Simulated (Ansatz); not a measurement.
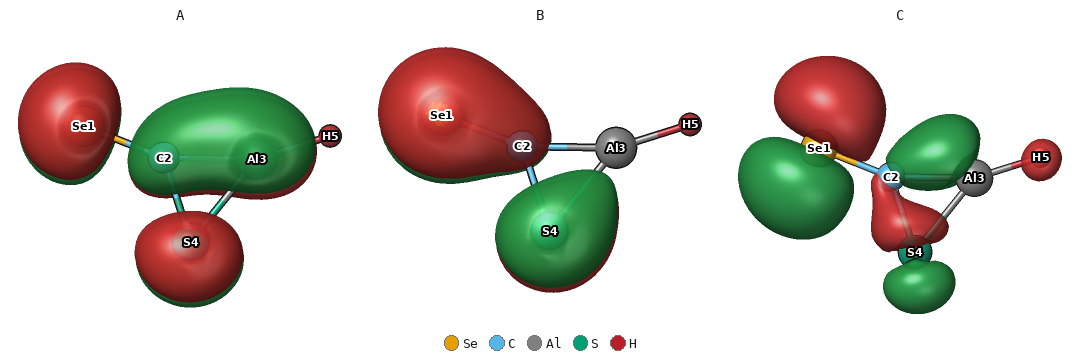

Figure 1: CHAlSSe (SMILES [Se]=[C]1[AlH][S]1). Three frontier orbitals at ±0.08 Å⁻³ᐟ² (green and red are the two phases), in no order.

Geometry: PBE0-D4/def2-TZVP.

These are results of RKS PBE0-D4/def2-TZVPP (Ansatz), not measurements.

```xyz
5

Se   -2.5693   -0.2165   -0.0939
C    -0.8199   -0.2062   -0.0178
Al    0.9516    0.4686   -0.0351
S     0.3204   -1.5748    0.2269
H     2.1671    1.4553   -0.1216
```

**Order the three orbitals by energy and name them.**

B is the HOMO−1 (−6.99 eV). Its weight (Hirshfeld) is mainly on Se1 (about 50 %), S4 (about 35 %) and C2 (about 10 %); it changes sign across the molecular plane (π type); π-antibonding (a node) across C2–S4. C is the HOMO (−5.73 eV). Its weight (Hirshfeld) is mainly on Se1 (about 75 %), S4 (about 10 %), C2 (about 10 %) and Al3 (about 5 %); it is symmetric in the molecular plane (an in-plane orbital: σ, lone-pair or in-plane π type); largely a lone pair of Se1. A is the LUMO (−2.64 eV). By Hirshfeld shares it lies mainly on Se1 (about 30 %), Al3 (about 25 %), S4 (about 25 %) and C2 (about 25 %); it changes sign across the molecular plane (π type); π-bonding across C2–Al3; π-antibonding (a node) across Se1–C2, C2–S4 and Al3–S4.

**What is the HOMO–LUMO gap?**

3.09 eV between the orbital energies.
